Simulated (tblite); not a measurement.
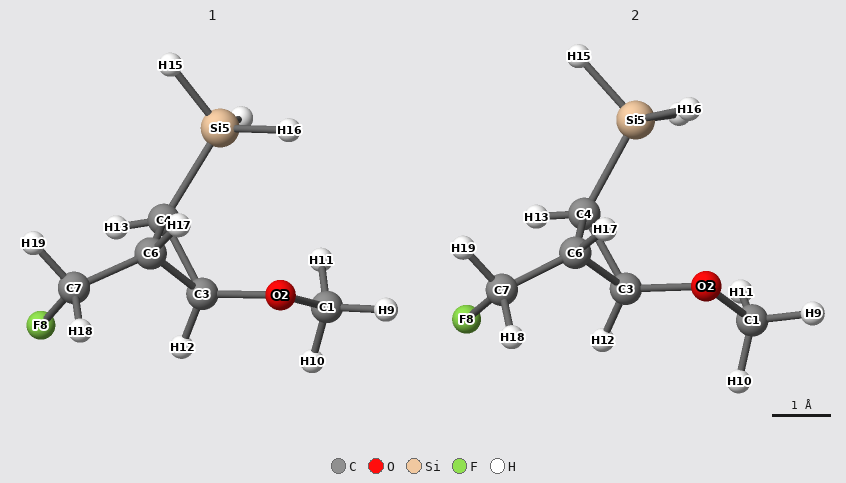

Two geometries of C5H11FOSi, drawn at one scale. One is the start of a relaxation, the other its converged end. Style: ball-and-stick. Shown at a tilt.

Theory: tblite, GFN2-xTB geometry optimisation, gas phase. 

Which one is relaxed?

Structure 1 is the relaxed one. The energy falls by 0.185 eV in 109 geometry steps. The atom that moves furthest after the best rigid fit is an H atom (0.67 Å). By element the largest moves are H 0.67 Å, C 0.24 Å, O 0.22 Å, Si 0.21 Å, F 0.12 Å. Some distances before and after: C–O 1.424 → 1.391 Å, H–Si 1.488 → 1.460 Å, C–C 1.484 → 1.509 Å, C–C 1.515 → 1.491 Å. Among the angles between lasting bonds that change: O–C–H 118.4° → 113.6°, Si–C–H 112.9° → 116.5°, C–C–H 117.2° → 114.5°. Groups turn about C–O by about 25°, C–Si by about 20°.
